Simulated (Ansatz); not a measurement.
# Preparing Al2GaP3O12 (C2) as a host crystal, part 4 of 4

Aim: the runs on the perfect crystal Al2GaP3O12 (C2) that a defect calculation needs first.

Ansatz 0.2.0; plane-wave PAW DFT, PBEsol; relaxation of the host's cell and atoms (the session's first sound run).

So far. Step 3 (Dielectric tensors of the host): The principal values of the electronic dielectric tensor are 2.50, 2.54 and 2.55. The principal values of the static dielectric tensor are 4.93, 5.05 and 5.26.

## (7) Defect free supercell relaxed from displaced atoms

This step: plane-wave PAW DFT, PBEsol; relaxation of the defect-free supercell from random displacements, a test of the host's stability (Ansatz 0.2.0).

pristine.rattled/input.yaml reads:

```yaml
crystal:
  lattice:
    - [8.5754128112, -4.9779479945, -0.0427180058]
    - [8.5754128112, 4.9779479945, -0.0427180058]
    - [-0.0838676572, 0.0, 11.0343038487]
  atoms:
    - { symbol: Al, position: [0.2687141867, 0.5005795545, 0.1674223118] }
    - { symbol: Al, position: [-0.0005795545, 0.2312858133, 0.8325776882] }
    - { symbol: Ga, position: [0.233435747, 0.266564253, 0.5] }
    - { symbol: P, position: [0.2343312776, 0.2656687224, 0.0] }
    - { symbol: P, position: [0.2681104774, 0.0021821256, 0.6673952949] }
    - { symbol: P, position: [0.4978178744, 0.2318895226, 0.3326047051] }
    - { symbol: O, position: [0.2074555418, 0.4513476356, 0.5566782085] }
    - { symbol: O, position: [0.4401191452, 0.3541025522, 0.2316636956] }
    - { symbol: O, position: [0.3543068664, 0.205889115, 0.897536156] }
    - { symbol: O, position: [0.0486523644, 0.2925444582, 0.4433217915] }
    - { symbol: O, position: [0.1458974478, 0.0598808548, 0.7683363044] }
    - { symbol: O, position: [0.294110885, 0.1456931336, 0.102463844] }
    - { symbol: O, position: [0.2084804795, 0.4215806005, 0.0503833809] }
    - { symbol: O, position: [0.4209615085, 0.3682307164, 0.7162293467] }
    - { symbol: O, position: [0.3676205974, 0.1996070275, 0.37217115] }
    - { symbol: O, position: [0.0784193995, 0.2915195204, 0.9496166191] }
    - { symbol: O, position: [0.1317692836, 0.0790384915, 0.2837706533] }
    - { symbol: O, position: [0.3003929725, 0.1323794026, 0.62782885] }
    - { symbol: Al, position: [0.2687141867, 1.0005795545, 0.1674223118] }
    - { symbol: Al, position: [-0.0005795545, 0.7312858133, 0.8325776882] }
    - { symbol: Ga, position: [0.233435747, 0.766564253, 0.5] }
    - { symbol: P, position: [0.2343312776, 0.7656687225, 0.0] }
    - { symbol: P, position: [0.2681104774, 0.5021821256, 0.6673952949] }
    - { symbol: P, position: [0.4978178744, 0.7318895226, 0.3326047051] }
    - { symbol: O, position: [0.2074555418, 0.9513476356, 0.5566782085] }
    - { symbol: O, position: [0.4401191452, 0.8541025522, 0.2316636956] }
    - { symbol: O, position: [0.3543068664, 0.7058891149, 0.897536156] }
    - { symbol: O, position: [0.0486523644, 0.7925444582, 0.4433217915] }
    - { symbol: O, position: [0.1458974478, 0.5598808549, 0.7683363044] }
    - { symbol: O, position: [0.294110885, 0.6456931336, 0.102463844] }
    - { symbol: O, position: [0.2084804795, 0.9215806005, 0.0503833809] }
    - { symbol: O, position: [0.4209615085, 0.8682307164, 0.7162293467] }
    - { symbol: O, position: [0.3676205974, 0.6996070275, 0.37217115] }
    - { symbol: O, position: [0.0784193995, 0.7915195205, 0.9496166191] }
    - { symbol: O, position: [0.1317692836, 0.5790384915, 0.2837706533] }
    - { symbol: O, position: [0.3003929725, 0.6323794026, 0.62782885] }
    - { symbol: Al, position: [0.7687141867, 0.5005795545, 0.1674223118] }
    - { symbol: Al, position: [0.4994204455, 0.2312858133, 0.8325776882] }
    - { symbol: Ga, position: [0.733435747, 0.266564253, 0.5] }
    - { symbol: P, position: [0.7343312775, 0.2656687224, 0.0] }
    - { symbol: P, position: [0.7681104774, 0.0021821256, 0.6673952949] }
    - { symbol: P, position: [0.9978178744, 0.2318895226, 0.3326047051] }
    - { symbol: O, position: [0.7074555418, 0.4513476356, 0.5566782085] }
    - { symbol: O, position: [0.9401191452, 0.3541025522, 0.2316636956] }
    - { symbol: O, position: [0.8543068664, 0.205889115, 0.897536156] }
    - { symbol: O, position: [0.5486523644, 0.2925444582, 0.4433217915] }
    - { symbol: O, position: [0.6458974478, 0.0598808548, 0.7683363044] }
    - { symbol: O, position: [0.7941108851, 0.1456931336, 0.102463844] }
    - { symbol: O, position: [0.7084804795, 0.4215806005, 0.0503833809] }
    - { symbol: O, position: [0.9209615085, 0.3682307164, 0.7162293467] }
    - { symbol: O, position: [0.8676205974, 0.1996070275, 0.37217115] }
    - { symbol: O, position: [0.5784193995, 0.2915195204, 0.9496166191] }
    - { symbol: O, position: [0.6317692835, 0.0790384915, 0.2837706533] }
    - { symbol: O, position: [0.8003929725, 0.1323794026, 0.62782885] }
    - { symbol: Al, position: [0.7687141867, 1.0005795545, 0.1674223118] }
    - { symbol: Al, position: [0.4994204455, 0.7312858133, 0.8325776882] }
    - { symbol: Ga, position: [0.733435747, 0.766564253, 0.5] }
    - { symbol: P, position: [0.7343312775, 0.7656687225, 0.0] }
    - { symbol: P, position: [0.7681104774, 0.5021821256, 0.6673952949] }
    - { symbol: P, position: [0.9978178744, 0.7318895226, 0.3326047051] }
    - { symbol: O, position: [0.7074555418, 0.9513476356, 0.5566782085] }
    - { symbol: O, position: [0.9401191452, 0.8541025522, 0.2316636956] }
    - { symbol: O, position: [0.8543068664, 0.7058891149, 0.897536156] }
    - { symbol: O, position: [0.5486523644, 0.7925444582, 0.4433217915] }
    - { symbol: O, position: [0.6458974478, 0.5598808549, 0.7683363044] }
    - { symbol: O, position: [0.7941108851, 0.6456931336, 0.102463844] }
    - { symbol: O, position: [0.7084804795, 0.9215806005, 0.0503833809] }
    - { symbol: O, position: [0.9209615085, 0.8682307164, 0.7162293467] }
    - { symbol: O, position: [0.8676205974, 0.6996070275, 0.37217115] }
    - { symbol: O, position: [0.5784193995, 0.7915195205, 0.9496166191] }
    - { symbol: O, position: [0.6317692835, 0.5790384915, 0.2837706533] }
    - { symbol: O, position: [0.8003929725, 0.6323794026, 0.62782885] }
basis:
  ecutwfc: 420
  xc_grid: 2
hamiltonian:
  xc: pbesol
kpoints:
  mp_grid: { grid: [1, 1, 1], shift: [0.25, 0.25, 0.25] }
scf:
  occupations: { method: fermi_dirac, width: 0.01 }
  max_iter: 80
output:
  forces: true
relax:
  f_tol: 0.01
  max_steps: 120
  random_displacement: { amplitude: 0.08, seed: 4953 }
checkpoint:
  write: "../pristine.rattled.run"
  compress: false
  write_wavefunctions: false
  write_every: 100000
```

Command:

```console
$ ansatz run input.yaml --threads 4 --pin off --max-ram 7536MiB --backend cpu --events-out ev --progress --plain --runs-dir out
```

Numbers of over 12 decimals in the logs are rounded to 6 here.

Output:

```text
[...]
Crystal: 72 atoms, lattice volume = 942.028 Å³
Basis set: ecut = 420 eV, 18429 PW (Γ), exchange–correlation on 144×144×150 points (8 copies of the dense FFT grid, shifted against one another)
Bands: 284, of which v1, the nominal top of the filled ones, is band 212 counted from 1 (211 counted from 0)
Symmetry: 1 space group operations
k-points: 1
[...]
SCF iter   1: F=—  HF=-55020.256969 eV  |F-HF|=—  |Δ(HF+E_count)|=         —  Δρ=1.15e-2  dr2=9.63e-1  ethr=1.77e-3  ⟨swp⟩=7.0  Hψ=1466  notcnv=0  defer=42
[...]
SCF iter   8: F=-55019.993544 eV  HF=-55019.993543 eV  |F-HF|=3.02e-7  |Δ(HF+E_count)|=   9.68e-7  Δρ=5.65e-6  dr2=2.68e-7  ethr=5.90e-10  ⟨swp⟩=4.0  Hψ=813  notcnv=0
SCF 1 converged in 8 iterations: F = -55019.993544 eV  dr2 = 2.68e-7
[...]
relax step   1: F+E_penalty+E_count = -55019.99354361 eV  Δ(F+E_penalty+E_count) = +0.000e0 eV  max|allowed force component| = 8.799e0 eV/Å  Δτ_max = 0.0000 Å  (8 SCF iters, dr2 threshold 2.50e-6 eV, accepted)
[...]
relax step   2: F+E_penalty+E_count = -55024.80865148 eV  Δ(F+E_penalty+E_count) = -4.815e0 eV  max|allowed force component| = 5.379e0 eV/Å  Δτ_max = 0.0579 Å  (6 SCF iters, dr2 threshold 1.00e-4 eV, accepted)
relax step   3: F+E_penalty+E_count = -55028.12125411 eV  Δ(F+E_penalty+E_count) = -3.313e0 eV  max|allowed force component| = 2.800e-1 eV/Å  Δτ_max = 0.1185 Å  (7 SCF iters, dr2 threshold 1.00e-4 eV, accepted)
relax step   4: F+E_penalty+E_count = -55028.16172419 eV  Δ(F+E_penalty+E_count) = -4.047e-2 eV  max|allowed force component| = 4.122e-2 eV/Å  Δτ_max = 0.0649 Å  (7 SCF iters, dr2 threshold 4.90e-6 eV, accepted)
relax step   5: F+E_penalty+E_count = -55028.16328351 eV  Δ(F+E_penalty+E_count) = -1.559e-3 eV  max|allowed force component| = 7.104e-3 eV/Å  Δτ_max = 0.0172 Å  (7 SCF iters, dr2 threshold 1.06e-7 eV, accepted)
[...]
SCF iter   3: F=-55028.163284 eV  HF=-55028.163284 eV  |F-HF|=1.57e-8  |Δ(HF+E_count)|=   1.98e-8  Δρ=7.73e-7  dr2=9.85e-9  ethr=5.35e-12  ⟨swp⟩=2.0  Hψ=686  notcnv=0
SCF 6 converged in 3 iterations: F = -55028.163284 eV  dr2 = 9.85e-9
relax step   6: F+E_penalty+E_count = -55028.16328354 eV  Δ(F+E_penalty+E_count) = -2.891e-8 eV  max|allowed force component| = 7.081e-3 eV/Å  Δτ_max = 0.0000 Å  (3 SCF iters, accepted)
SCF converged after 3 iterations
Free energy (F): -55028.163284 eV
[...]
Internal energy: -55028.163284 eV  (E = F + TS)
E sigma→0 (E₀):  -55028.163284 eV
Fermi energy:    5.071913 eV
[...]
--- Forces (eV/Å), atoms counted from 1 ---
  atom   1  Al    -0.00042894    -0.00075070     0.00593546
  atom   2  Al    -0.00054940     0.00051473    -0.00609518
  atom   3  Ga     0.00033867    -0.00080292    -0.00048309
  atom   4  P      0.00095193    -0.00145622     0.00007274
  atom   5  P      0.00369649     0.00021809    -0.00419529
  atom   6  P     -0.00190639    -0.00044645     0.00448768
  atom   7  O     -0.00030056    -0.00112827     0.00008033
  atom   8  O      0.00018962     0.00078835    -0.00184687
  atom   9  O     -0.00098947     0.00246778     0.00009411
  atom  10  O      0.00164255    -0.00116403    -0.00210481
  atom  11  O     -0.00081409     0.00243398     0.00130656
  atom  12  O     -0.00213410    -0.00031687     0.00030675
  atom  13  O     -0.00099413     0.00036379    -0.00098312
  atom  14  O     -0.00143373    -0.00147978     0.00421062
  atom  15  O      0.00154706    -0.00075253    -0.00160283
  atom  16  O     -0.00054387     0.00098485     0.00098169
  atom  17  O      0.00199923    -0.00301099    -0.00179636
  atom  18  O     -0.00161342    -0.00019896     0.00171430
  atom  19  Al     0.00115012    -0.00058919     0.00481784
  atom  20  Al    -0.00181638     0.00089662    -0.00708139
  atom  21  Ga     0.00033003     0.00085991     0.00087220
  atom  22  P     -0.00100850    -0.00049275    -0.00168399
  atom  23  P      0.00246907     0.00159479    -0.00434979
  atom  24  P     -0.00117609     0.00177634     0.00496614
  atom  25  O     -0.00003422    -0.00082941     0.00003339
  atom  26  O     -0.00018351     0.00129570    -0.00100722
  atom  27  O      0.00076375     0.00012962     0.00036308
  atom  28  O      0.00101846    -0.00193569    -0.00006538
  atom  29  O     -0.00109464     0.00248023    -0.00044395
  atom  30  O     -0.00075841    -0.00036048    -0.00125537
  atom  31  O     -0.00274816     0.00076191    -0.00008922
  atom  32  O     -0.00114168    -0.00145945     0.00219310
  atom  33  O      0.00125863    -0.00146372    -0.00154036
  atom  34  O      0.00085071     0.00118476     0.00097508
  atom  35  O      0.00181523    -0.00251274    -0.00158719
  atom  36  O      0.00056671    -0.00004890     0.00230602
  atom  37  Al     0.00007667     0.00063756     0.00456884
  atom  38  Al    -0.00092990     0.00023618    -0.00570458
  atom  39  Ga     0.00089596     0.00090828     0.00068146
  atom  40  P     -0.00151527    -0.00250070    -0.00046881
[...]
atom  61  O      0.00091346    -0.00004939     0.00001426
  atom  62  O     -0.00026215    -0.00008638    -0.00096304
  atom  63  O     -0.00083762     0.00116912     0.00153966
  atom  64  O      0.00126764    -0.00117527    -0.00046754
  atom  65  O      0.00090074     0.00134985     0.00065926
  atom  66  O     -0.00117330     0.00152467    -0.00132580
  atom  67  O     -0.00130012     0.00033734     0.00215325
  atom  68  O     -0.00114081    -0.00151694     0.00340056
  atom  69  O      0.00186448    -0.00214089    -0.00157276
  atom  70  O      0.00025728     0.00159678     0.00046097
  atom  71  O      0.00132991    -0.00374399    -0.00212657
  atom  72  O     -0.00182111     0.00030454     0.00188294
  max |Σ_I F_I| component: 1.01e-4 eV/Å
--- Relaxed structure (6 steps of the walk, 6 accepted, 0 SCFs on fresh bases) ---
  F+E_penalty+E_count = -55028.16328354 eV   max|allowed force component| = 7.081e-3 eV/Å
  atoms:
    - { symbol: Al, position: [0.268401, 0.501921, 0.167575] }
    - { symbol: Al, position: [-0.000320, 0.231936, 0.832860] }
    - { symbol: Ga, position: [0.233036, 0.267254, 0.500286] }
    - { symbol: P, position: [0.234566, 0.266685, 0.000157] }
    - { symbol: P, position: [0.268183, 0.002717, 0.667635] }
    - { symbol: P, position: [0.497143, 0.232933, 0.332771] }
    - { symbol: O, position: [0.207080, 0.451980, 0.557074] }
    - { symbol: O, position: [0.439574, 0.355681, 0.232239] }
    - { symbol: O, position: [0.354793, 0.206454, 0.897877] }
    - { symbol: O, position: [0.048316, 0.292845, 0.443802] }
    - { symbol: O, position: [0.145976, 0.060473, 0.768590] }
    - { symbol: O, position: [0.293968, 0.147097, 0.102896] }
    - { symbol: O, position: [0.208816, 0.422699, 0.050247] }
    - { symbol: O, position: [0.421023, 0.368846, 0.716333] }
    - { symbol: O, position: [0.366872, 0.200712, 0.372263] }
    - { symbol: O, position: [0.078733, 0.292451, 0.949658] }
    - { symbol: O, position: [0.130900, 0.080191, 0.283487] }
    - { symbol: O, position: [0.300592, 0.132778, 0.627887] }
    - { symbol: Al, position: [0.268436, 1.001886, 0.167552] }
    - { symbol: Al, position: [-0.000297, 0.731977, 0.832913] }
    - { symbol: Ga, position: [0.233180, 0.767231, 0.500130] }
    - { symbol: P, position: [0.234479, 0.766678, 0.000214] }
    - { symbol: P, position: [0.268122, 0.502754, 0.667590] }
    - { symbol: P, position: [0.497311, 0.732983, 0.332721] }
    - { symbol: O, position: [0.207435, 0.951840, 0.557006] }
    - { symbol: O, position: [0.439684, 0.855679, 0.232146] }
    - { symbol: O, position: [0.354491, 0.706465, 0.897779] }
    - { symbol: O, position: [0.048333, 0.793227, 0.443586] }
    - { symbol: O, position: [0.146132, 0.560532, 0.768713] }
    - { symbol: O, position: [0.294029, 0.647097, 0.102962] }
    - { symbol: O, position: [0.208849, 0.922686, 0.050209] }
    - { symbol: O, position: [0.421037, 0.868918, 0.716555] }
    - { symbol: O, position: [0.367129, 0.700605, 0.372180] }
    - { symbol: O, position: [0.078565, 0.792416, 0.949908] }
    - { symbol: O, position: [0.130843, 0.580374, 0.283473] }
    - { symbol: O, position: [0.300552, 0.632746, 0.627719] }
    - { symbol: Al, position: [0.768566, 0.501869, 0.167596] }
    - { symbol: Al, position: [0.499712, 0.232064, 0.832783] }
    - { symbol: Ga, position: [0.733181, 0.267109, 0.500132] }
    - { symbol: P, position: [0.734476, 0.266750, 0.000190] }
    - { symbol: P, position: [0.768289, 0.002680, 0.667617] }
    - { symbol: P, position: [0.997278, 0.232906, 0.332750] }
    - { symbol: O, position: [0.707268, 0.451798, 0.556974] }
    - { symbol: O, position: [0.939792, 0.355666, 0.232226] }
    - { symbol: O, position: [0.854772, 0.206324, 0.897960] }
    - { symbol: O, position: [0.548382, 0.292846, 0.443719] }
    - { symbol: O, position: [0.646120, 0.060590, 0.768610] }
    - { symbol: O, position: [0.793658, 0.147198, 0.102949] }
    - { symbol: O, position: [0.708940, 0.422688, 0.050265] }
    - { symbol: O, position: [0.920901, 0.368828, 0.716505] }
    - { symbol: O, position: [0.866965, 0.200653, 0.372077] }
    - { symbol: O, position: [0.578602, 0.292728, 0.949607] }
    - { symbol: O, position: [0.630662, 0.080164, 0.283468] }
    - { symbol: O, position: [0.800785, 0.132627, 0.627725] }
    - { symbol: Al, position: [0.768185, 1.001912, 0.167517] }
    - { symbol: Al, position: [0.499611, 0.731899, 0.832845] }
    - { symbol: Ga, position: [0.733164, 0.767168, 0.500244] }
    - { symbol: P, position: [0.734530, 0.766580, 0.000144] }
    - { symbol: P, position: [0.768066, 0.502648, 0.667589] }
    - { symbol: P, position: [0.997193, 0.733079, 0.332724] }
    - { symbol: O, position: [0.707399, 0.951783, 0.557088] }
    - { symbol: O, position: [0.939443, 0.855758, 0.232135] }
    - { symbol: O, position: [0.854594, 0.706446, 0.897744] }
    - { symbol: O, position: [0.548370, 0.793067, 0.443669] }
    - { symbol: O, position: [0.645842, 0.560430, 0.768537] }
    - { symbol: O, position: [0.794177, 0.647028, 0.102921] }
    - { symbol: O, position: [0.708701, 0.922676, 0.050115] }
    - { symbol: O, position: [0.921131, 0.868851, 0.716519] }
    - { symbol: O, position: [0.867088, 0.700640, 0.372284] }
    - { symbol: O, position: [0.578701, 0.792129, 0.949816] }
    - { symbol: O, position: [0.630983, 0.580286, 0.283486] }
    - { symbol: O, position: [0.800535, 0.632661, 0.627822] }
```

Elapsed: 67 s, on 4 threads of Arm Neoverse V1, shared host; peak memory 1.7 GiB; 4.2 min of CPU time.

The steps of the relaxation:

```
step  energy less that of the first step (eV)  largest force component (eV/Å)
   1                                   0.0000                          8.7989
   2                                  -4.8151                          5.3791
   3                                  -8.1277                          0.2800
   4                                  -8.1682                          0.0412
   5                                  -8.1697                          0.0071
   6                                  -8.1697                          0.0071
```

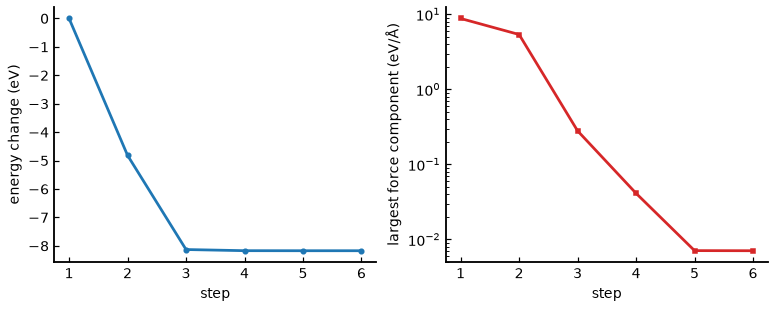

Energy and largest force along the relaxation.

The atoms that moved most (Å, from the sites as typed, ahead of the random displacement, the mean shift of all atoms taken out):

```
atom      dx      dy      dz  length
 O53  -0.006   0.006  -0.005   0.010
 O35  -0.003   0.006  -0.005   0.009
 O17  -0.004   0.005  -0.005   0.008
 O49   0.007  -0.002  -0.003   0.008
 O71  -0.002   0.005  -0.005   0.008
 O10  -0.007  -0.002   0.003   0.008
 O62   0.002   0.007   0.003   0.008
  O8   0.002   0.006   0.004   0.008
```

The relaxation ends 113 meV an atom lower than the displaced start, with a largest force component of 0.0071 eV/Å.

## (8) Results

| Property | Result |
| --- | --- |
| primitive cell vectors, lengths | 4.958, 4.958, 11.035 Å |
| electronic dielectric constant | principal values (2.50, 2.54, 2.55) |
| static dielectric constant | principal values (4.93, 5.05, 5.26) |
| gap on the k-mesh of the response run (PBEsol) | 5.11 eV |
| supercell relaxed in its symmetry less the displaced and relaxed one | 0.000 eV |
| energy an atom at one point at (¼, ¼, ¼) less that on the dense mesh | 0.000 eV |

Step 7: The energy fell by 8.170 eV from the randomly displaced start; against the sites as typed, O53 ends farthest off, by 0.01 Å, once the mean shift is taken out. The displaced cell ends within 0.01 eV of the symmetric one relaxed in its symmetry, so no lower structure shows in this supercell. The k-mesh can miss the band edges, so this gap is an upper bound at this level. All at zero temperature.

[Logs are printed without paths, hosts, clocks, repeated set-up lines and the standing remarks that a program may print on its own settings, such as how far it seeks lower states.]

[Hosts, paths, dates, database ids (printed as entryN), source tags and the programs' standing remarks are cut or masked in the printed files.]

[Runs of the host that timed out are not shown.]

[For some hosts the program warned that the k-mesh of the response run may be too coarse for force constants and the static dielectric constant; such warnings are not always shown.]
